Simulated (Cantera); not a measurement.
Feed: 1 mol Fe₃O₄, 7 mol CO, 0.15 mol N₂, 0.31 mol C, held at 0.000150 bar.

Equilibrium computed with Cantera from the NASA thermochemical tables; the gas is ideal and each condensed phase is pure. Candidate condensed phases: C, Fe, Fe(CO)₅, FeO, Fe₂O₃, Fe₃O₄; 27 gas species. Mutual solubility and eutectic melting of coexisting phases are not modelled. The tables' stoichiometric FeO is somewhat more stable than real wüstite, so its field is too wide. FeO: taken at fixed stoichiometry. Equilibrium is a limit: real reactors are often held back by kinetics, nucleation or transport.

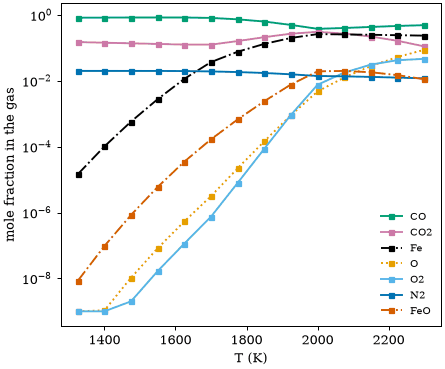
Figure: Equilibrium gas composition (values under 1e-9 drawn at 1e-9)

Q: Read off the mole fractions at 1550 K.

A: CO about 0.84, CO₂ about 0.13, N₂ about 0.020, Fe about 0.0028, FeO about 6.0e-6, O about 8.3e-8, O₂ about 1.7e-8.
